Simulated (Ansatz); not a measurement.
**KSrBr3 (built on the sites of a database entry of CsPbBr3): the cell at rest**

Wanted: the relaxed cell of KSrBr3 (built on the sites of a database entry of CsPbBr3).

Method: DFT PBEsol, scalar-relativistic, plane waves, PseudoDojo norm-conserving pseudopotentials, in Ansatz 0.2.0.

The structure was built from a prototype and need not be the compound's stable phase.

## Step 1: The starting structure

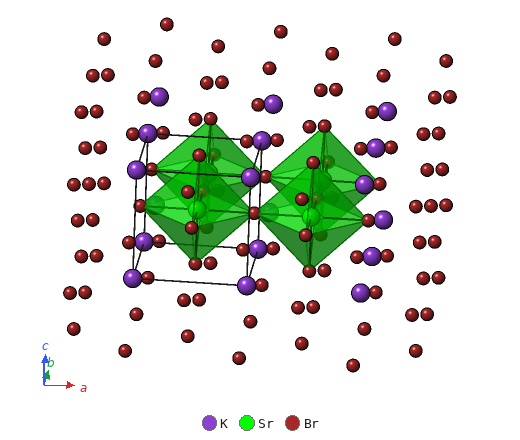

The cell as given, slightly off an axis (potassium purple, strontium green, bromine red). 2×2×1 cells are drawn. Some periodic images of atoms are drawn too.

## Step 2: A coarse first look

First a cheap look: the gap decides the mesh and the occupations, the pressure tells how far the cell has to move.

input.yaml

```yaml
crystal:
  lattice:
    - [5.73853, 0.0, 0.0]
    - [0.0, 5.73853, 0.0]
    - [0.0, 0.0, 5.73853]
  atoms:
    - { symbol: K, position: [0.0, 0.0, 0.0] }
    - { symbol: Sr, position: [0.5, 0.5, 0.5] }
    - { symbol: Br, position: [0.0, 0.5, 0.5] }
    - { symbol: Br, position: [0.5, 0.0, 0.5] }
    - { symbol: Br, position: [0.5, 0.5, 0.0] }
kpoints:
  mp_grid: { grid: [4, 4, 4] }
hamiltonian:
  xc: pbesol
  pseudopotentials: { kind: nc, accuracy: standard }
scf:
  occupations: { method: gaussian, width: 0.1 }
output:
  forces: true
  stress: true
  eigenvalues: true
```

Command:

```bash
> ansatz run input.yaml --threads 8 --pin off --max-ram 14336MiB --backend cpu --events-out ev --progress --plain --runs-dir out
```

Numbers of over 12 decimals in the logs are rounded to 6 here.

The log of the run:

```text
Engine: ansatz 0.2.0, aarch64-unknown-linux-gnu
Pseudopotentials: kind: nc
Pseudopotential: K, nc, valence charge 9, recommended cutoff 1006.821291 eV (normal), K.nc.azcp (PseudoDojo's, or run here from an input of PseudoDojo's; its table is named by hamiltonian.pseudopotentials.accuracy)
[...]
P = ⅓ Tr σ = 1.5475 GPa (15.475 kbar)
--- Band table (eV; the first three rows and the last of 10) ---
  k-point 0: bands = [... 16 lower, 1.0567, 1.3931, 1.3931, 1.3931, 5.4161, 6.7000, 6.7000, 6.7000]
  k-point 1: bands = [... 16 lower, 0.9186, 0.9846, 1.3258, 1.3258, 6.0278, 6.7983, 7.3000, 7.3000]
  k-point 2: bands = [... 16 lower, 0.6902, 0.9160, 1.2912, 1.2912, 6.9134, 7.2336, 7.2579, 8.1527]
  k-point 9: bands = [... 16 lower, 0.0913, 1.6178, 1.6178, 1.6178, 6.7378, 8.0835, 8.0835, 8.0835]
[key lines of the parts left out:]
SCF converged after 8 iterations
Free energy (F): -3039.168751 eV
Fermi energy:    3.518699 eV
```

Run time: 2.8 s. Hardware: 8 threads of Arm Neoverse N1, shared host; peak memory 1.1 GiB.

This step gave:

```
pressure           : 1.547 GPa
gap on the k-mesh  : 3.798 eV
volume per atom    : 37.79 Å³
direct gap on mesh : 4.023 eV
```

The coarse mesh shows a gap of 3.80 eV and a pressure of 1.5 GPa.

## Step 3: Relaxation

Harmonic phonons are second derivatives at a point where the forces vanish, and they are wanted at zero stress, so atoms and cell are relaxed first.

input.yaml: that of step 2 with these lines changed.

```diff
@@ -17,3 +17,3 @@
 scf:
-  occupations: { method: gaussian, width: 0.1 }
+  occupations: { method: gaussian, width: 0.02 }
 output:
@@ -22 +22,6 @@
   eigenvalues: true
+relax:
+  adjacent_minimum: "off"
+  f_tol: 0.005
+  max_steps: 80
+  cell: { stress_tol: 0.05 }
```

The log of the run:

```text
[...]
Crystal: 5 atoms, lattice volume = 188.974 Å³
Basis set: ecut = 1006.821291 eV, 13613 PW (Γ), exchange–correlation on 120×120×120 points (8 copies of the dense FFT grid, shifted against one another)
Bands: 25, of which v1, the nominal top of the filled ones, is band 20 counted from 1 (19 counted from 0)
Symmetry: 48 space group operations
[...]
k-points: 10 of 64
[...]
SCF iter   1: F=—  HF=-3041.131087 eV  |F-HF|=—  |Δ(HF+E_count)|=         —  Δρ=3.41e-2  dr2=4.38e0  ethr=3.10e-3  ⟨swp⟩=16.3  Hψ=2143  notcnv=0
[...]
SCF iter   8: F=-3039.168751 eV  HF=-3039.168751 eV  |F-HF|=1.12e-8  |Δ(HF+E_count)|=   1.29e-6  Δρ=2.91e-6  dr2=2.15e-8  ethr=2.50e-10  ⟨swp⟩=18.8  Hψ=1974  notcnv=0
SCF 1 converged in 8 iterations: F = -3039.168751 eV  dr2 = 2.15e-8
relax step   1: F+E_penalty+E_count = -3039.16875092 eV  Δ(F+E_penalty+E_count) = +0.000e0 eV  max|allowed force component| = 1.554e-29 eV/Å  Δτ_max = 0.0000 Å  P = +1.547 GPa  Ω = 188.974 Å³  (8 SCF iters, dr2 threshold 1.00e-7 eV, accepted)
Crystal: 5 atoms, lattice volume = 196.709 Å³
Basis set: ecut = 1006.821291 eV, 14243 PW (Γ), exchange–correlation on 120×120×120 points (8 copies of the dense FFT grid, shifted against one another)
[...]
iter 1 solved again at ethr=2.59e-5 eV; its pass at ethr=3.10e-3 eV (dr2=1.04e-2 eV) is discarded
[...]
SCF iter   5: F=-3039.219659 eV  HF=-3039.219659 eV  |F-HF|=4.48e-7  |Δ(HF+E_count)|=   6.89e-6  Δρ=9.66e-6  dr2=3.31e-7  ethr=1.25e-9  ⟨swp⟩=12.4  Hψ=1755  notcnv=0
SCF 2 converged in 5 iterations: F = -3039.219659 eV  dr2 = 3.31e-7
relax step   2: F+E_penalty+E_count = -3039.21965921 eV  Δ(F+E_penalty+E_count) = -5.091e-2 eV  max|allowed force component| = 3.517e-30 eV/Å  Δτ_max = 0.0000 Å  P = +0.600 GPa  Ω = 196.709 Å³  energy of the carried Pulay correction = -1.088e-4 eV  (5 SCF iters, dr2 threshold 5.00e-7 eV, accepted)
Crystal: 5 atoms, lattice volume = 201.942 Å³
Basis set: ecut = 1006.821291 eV, 14771 PW (Γ), exchange–correlation on 120×120×120 points (8 copies of the dense FFT grid, shifted against one another)
[...]
SCF iter   5: F=-3039.230255 eV  HF=-3039.230255 eV  |F-HF|=1.82e-7  |Δ(HF+E_count)|=   3.02e-6  Δρ=4.18e-6  dr2=6.46e-8  ethr=1.25e-9  ⟨swp⟩=10.6  Hψ=1607  notcnv=0
SCF 3 converged in 5 iterations: F = -3039.230255 eV  dr2 = 6.46e-8
relax step   3: F+E_penalty+E_count = -3039.23025536 eV  Δ(F+E_penalty+E_count) = -1.060e-2 eV  max|allowed force component| = 5.338e-30 eV/Å  Δτ_max = 0.0000 Å  P = +0.066 GPa  Ω = 201.942 Å³  energy of the carried Pulay correction = -1.801e-4 eV  (5 SCF iters, dr2 threshold 5.00e-7 eV, accepted)
[...]
relax step   4: F+E_penalty+E_count = -3039.23038917 eV  Δ(F+E_penalty+E_count) = -1.338e-4 eV  max|allowed force component| = 1.520e-29 eV/Å  Δτ_max = 0.0000 Å  P = +0.003 GPa  Ω = 202.605 Å³  energy of the carried Pulay correction = -1.889e-4 eV  (5 SCF iters, dr2 threshold 1.08e-8 eV, accepted)
Basis set: ecut = 1006.821291 eV, 14771 PW (Γ), exchange–correlation on 128×128×128 points (8 copies of the dense FFT grid, shifted against one another)
[...]
SCF iter   1: F=—  HF=-3039.230457 eV  |F-HF|=—  |Δ(HF+E_count)|=         —  Δρ=2.77e-5  dr2=6.83e-8  ethr=5.16e-7  ⟨swp⟩=4.6  Hψ=2963  notcnv=0
eigensolver tolerance schedule: the retry pair's looser diagonalisation over-reported the residual by 3019.65 of it (diagonalisation noise at 1.01 of the residual, at the tolerance the schedule requests for it); recorded, not acted on — ethr = c·dr2/N_el stays at c = 1.0e-1
[...]
SCF iter   2: F=—  HF=-3039.230655 eV  |F-HF|=—  |Δ(HF+E_count)|=   1.98e-4  Δρ=1.42e-5  dr2=1.76e-8  ethr=1.71e-10  ⟨swp⟩=4.7  Hψ=715  notcnv=0
[...]
SCF iter   5: F=-3039.230655 eV  HF=-3039.230655 eV  |F-HF|=4.55e-12  |Δ(HF+E_count)|=  3.73e-11  Δρ=2.71e-8  dr2=2.48e-12  ethr=1.00e-12  ⟨swp⟩=5.8  Hψ=1081  notcnv=0
SCF 5 converged in 5 iterations: F = -3039.230655 eV  dr2 = 2.48e-12
relax step   5: F+E_penalty+E_count = -3039.23065518 eV  Δ(F+E_penalty+E_count) = -2.660e-4 eV  max|allowed force component| = 4.223e-29 eV/Å  Δτ_max = 0.0000 Å  P = +0.006 GPa  Ω = 202.605 Å³  stress off target by 5.72e-3 GPa  SCF on the basis re-selected at this cell (its energy is not comparable with the rows above)  (5 SCF iters)
basis re-selected at this cell: Δ(F+E_penalty+E_count) = -2.660e-4 eV, ΔP = +0.002 GPa vs the last step (what re-selecting the basis moved, of the pressure what is left beyond the Pulay correction that the steps carried, after the strain that the cell walked since its last selection, with what the two solves' SCF thresholds leave and, on support functions, any second-order correction that the steps lacked; it is no measure of the basis error at this ecutwfc). The dense FFT grid was sized anew with the basis: this SCF ran on 64×64×64 points, the steps before it on 60×60×60, so part of this shift can come from that change (see relax.cell in the input reference). [rest of the remark cut]
SCF converged after 5 iterations
Free energy (F): -3039.230655 eV
[...]
Internal energy: -3039.230655 eV  (E = F + TS)
E sigma→0 (E₀):  -3039.230655 eV
Fermi energy:    2.983937 eV
[...]
--- Stress (GPa, compression-positive) ---
        0.005721      -0.000000       0.000000
       -0.000000       0.005721       0.000000
        0.000000       0.000000       0.005721
  P = ⅓ Tr σ = 0.0057 GPa (0.057 kbar)
--- Band table (eV; the first three rows and the last of 10) ---
  k-point 0: bands = [... 16 lower, 0.6279, 0.8747, 0.8747, 0.8747, 4.8466, 6.2541, 6.2541, 6.2541, ... 1 higher]
  k-point 1: bands = [... 16 lower, 0.5059, 0.5683, 0.8178, 0.8178, 5.4208, 6.3425, 6.7862, 6.7862, ... 1 higher]
  k-point 2: bands = [... 16 lower, 0.3098, 0.5111, 0.7917, 0.7917, 6.4450, 6.5771, 6.5841, 7.5272, ... 1 higher]
  k-point 9: bands = [... 16 lower, -0.2892, 1.1212, 1.1212, 1.1212, 6.2177, 7.5090, 7.5090, 7.5090, ... 1 higher]
--- Relaxed structure (4 steps of the walk, 4 accepted, 1 SCFs on fresh bases) ---
  F+E_penalty+E_count = -3039.23065518 eV   max|allowed force component| = 4.223e-29 eV/Å   (the final SCF, on the basis selected at the relaxed cell)
  cell:  # Å, volume = 202.6053 Å³
    - [5.873319, 0, 0]
    - [0, 5.873319, 0.0]
    - [0, 0, 5.873319]
  atoms:
    - { symbol: K, position: [0, 0, 0] }
    - { symbol: Sr, position: [0.500000, 0.500000, 0.500000] }
    - { symbol: Br, position: [0, 0.500000, 0.500000] }
    - { symbol: Br, position: [0.500000, 0, 0.500000] }
    - { symbol: Br, position: [0.500000, 0.500000, 0] }
```

It took 15 s on 8 threads; peak memory 1.3 GiB; 1.8 min of CPU time.

Step by step:

| step | energy less that of the first step (eV) | largest force component (eV/Å) | pressure (GPa) | volume (Å³) |
| --- | --- | --- | --- | --- |
| 1 | 0.0000 | 0.0000 | 1.55 | 188.97 |
| 2 | -0.0509 | 0.0000 | 0.60 | 196.71 |
| 3 | -0.0615 | 0.0000 | 0.07 | 201.94 |
| 4 | -0.0616 | 0.0000 | 0.00 | 202.61 |
| 5* | -0.0619 | 0.0000 | 0.01 | 202.61 |

Relaxation steps marked * repeat the geometry before them on a plane-wave basis chosen anew for their cell, so energy and pressure can jump there.

The run keeps the 48 symmetry operations that it works with, so distortions that break them were not tested.

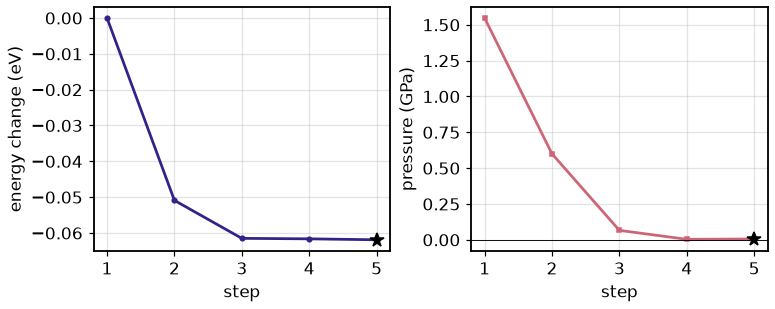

Energy and pressure along the relaxation. Stars mark steps on a basis chosen anew.

| conventional cell, symmetrised | before | after | change |
| --- | --- | --- | --- |
| a (Å) | 5.739 | 5.873 | +2.3 % |
| b (Å) | 5.739 | 5.873 | +2.3 % |
| c (Å) | 5.739 | 5.873 | +2.3 % |
| volume (Å³/atom) | 37.79 | 40.52 | +7.2 % |

The relaxed structure:

```cif
data_structure
_symmetry_space_group_name_H-M 'P 1'
_symmetry_Int_Tables_number 1
_cell_length_a 5.8733
_cell_length_b 5.8733
_cell_length_c 5.8733
_cell_angle_alpha 90.000
_cell_angle_beta 90.000
_cell_angle_gamma 90.000
_cell_volume 202.61
loop_
_atom_site_label
_atom_site_type_symbol
_atom_site_fract_x
_atom_site_fract_y
_atom_site_fract_z
_atom_site_occupancy
K1 K 0.00000 0.00000 0.00000 1
Sr2 Sr 0.50000 0.50000 0.50000 1
Br3 Br 0.00000 0.50000 0.50000 1
Br4 Br 0.50000 0.00000 0.50000 1
Br5 Br 0.50000 0.50000 0.00000 1
```

This step gave:

```
pressure           : 0.005721 GPa
gap on the k-mesh  : 3.725 eV
volume per atom    : 40.52 Å³
direct gap on mesh : 3.972 eV
```

In this step the volume went from 37.79 to 40.52 Å³/atom.

## Step 4: Relaxing to small forces for the phonons

Phonons need a cell at rest on their own settings, so the relaxation is repeated with tight tolerances on forces and stress, using the mesh and the filling of the phonon run that follows.

input.yaml

```yaml
crystal:
  lattice:
    - [5.8733190708, 0.0, 0.0]
    - [0.0, 5.8733190708, 0.0]
    - [0.0, 0.0, 5.8733190708]
  atoms:
    - { symbol: K, position: [0.0, 0.0, 0.0] }
    - { symbol: Sr, position: [0.5, 0.5, 0.5] }
    - { symbol: Br, position: [0.0, 0.5, 0.5] }
    - { symbol: Br, position: [0.5, 0.0, 0.5] }
    - { symbol: Br, position: [0.5, 0.5, 0.0] }
kpoints:
  mp_grid: { grid: [4, 4, 4] }
hamiltonian:
  xc: pbesol
  pseudopotentials: { kind: nc, accuracy: standard }
scf:
  occupations: { method: fixed }
output:
  forces: true
  stress: true
  eigenvalues: true
  write_density: true
  write_potential: true
  elf: true
  volumetric_format: npy
relax:
  adjacent_minimum: "off"
  f_tol: 0.001
  max_steps: 60
  cell: { stress_tol: 0.01 }
```

The log of the run:

```text
[...]
Crystal: 5 atoms, lattice volume = 202.605 Å³
Basis set: ecut = 1006.821291 eV, 14771 PW (Γ), exchange–correlation on 128×128×128 points (8 copies of the dense FFT grid, shifted against one another)
Bands: 25, of which v1, the nominal top of the filled ones, is band 20 counted from 1 (19 counted from 0)
[... 1 set-up line as in the run before ...]
[...]
k-points: 10 of 64
[...]
--- Relaxed structure (1 steps of the walk, 1 accepted, 1 SCFs on fresh bases) ---
[...]
cell:  # Å, volume = 202.6053 Å³
    - [5.8733190708, 0.0, 0.0]
    - [0.0, 5.8733190708, 0.0]
    - [0.0, 0.0, 5.8733190708]
  atoms:
    - { symbol: K, position: [0.0, 0.0, 0.0] }
    - { symbol: Sr, position: [0.5, 0.5, 0.5] }
    - { symbol: Br, position: [0.0, 0.5, 0.5] }
    - { symbol: Br, position: [0.5, 0.0, 0.5] }
    - { symbol: Br, position: [0.5, 0.5, 0.0] }
[key lines of the parts left out:]
SCF converged after 6 iterations
Free energy (F): -3039.230655 eV
Fermi energy:    1.121175 eV
P = ⅓ Tr σ = 0.0057 GPa (0.057 kbar)
```

Elapsed: 8.4 s, on 8 threads; peak memory 1.3 GiB; 61 s of CPU time.

Little changed from the start: no atom moved by 0.005 Å and no cell edge by 0.1 %.

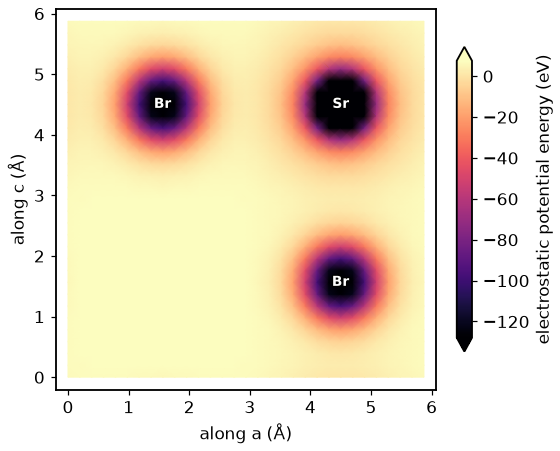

Electrostatic potential energy in the ac plane at fractional y = 0.500, with atoms of Sr and Br within 0.2 Å of it. With pseudopotentials it is smooth inside the atoms' cores, unlike the true potential. The map starts off the cell's origin, so that atoms lie inside it.

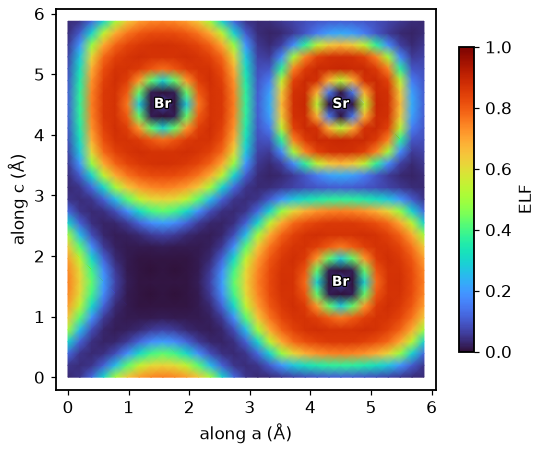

ELF in the ac plane at fractional y = 0.500, with atoms of Sr and Br within 0.2 Å of it. It is the smooth field of the valence electrons, not physical close to the nuclei. The map starts off the cell's origin, so that atoms lie inside it.

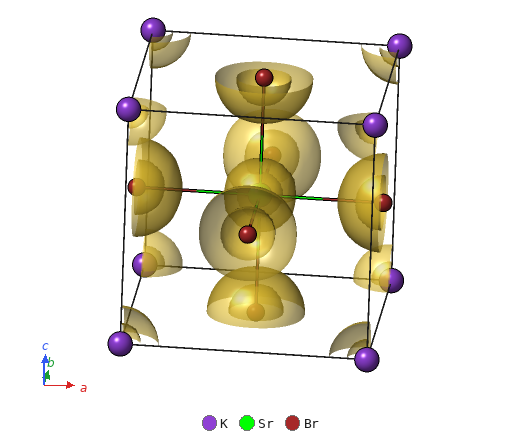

Surface of ELF = 0.83.

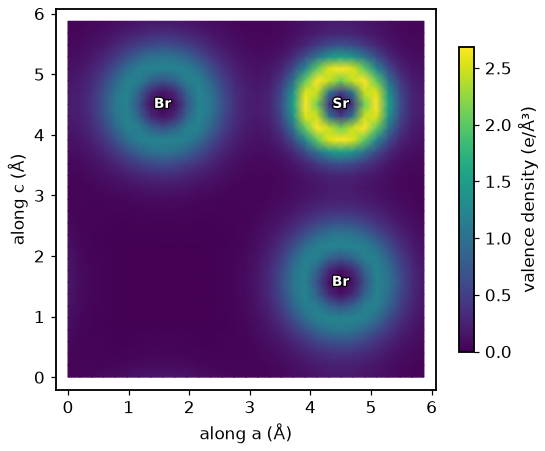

Valence density in the ac plane at fractional y = 0.500, with atoms of Sr and Br within 0.2 Å of it. It is the smooth field of the valence electrons, not physical close to the nuclei. The map starts off the cell's origin, so that atoms lie inside it.

The forces vanish by symmetry and the pressure is 0.006 GPa, within the tolerances set. The cell now holds 40.52 Å³/atom.

## Step 5: Summary of results

```json
{
 "space group after relaxation (within 0.01 Å)": "Pm-3m",
 "lattice constant a": "5.873 Å",
 "lattice constant b": "5.873 Å",
 "lattice constant c": "5.873 Å",
 "volume per atom": "40.5 Å³",
 "gap on the k-mesh": "3.73 eV"
}
```

In words: The forces vanish by symmetry and the pressure is 0.006 GPa, within the tolerances set. The cell now holds 40.52 Å³/atom. The relaxation keeps the symmetry of its start, so it says nothing on stability against lower symmetry. The starting cell was built on a prototype and not taken from a measurement, so the phase need not exist.

[Logs are printed without paths, hosts, clocks, repeated set-up lines and the standing remarks that a program may print on its own settings, such as how far it seeks lower states.]

[Hosts, paths, dates, database ids (printed as entryN), source tags and the programs' standing remarks are cut or masked in the printed files.]
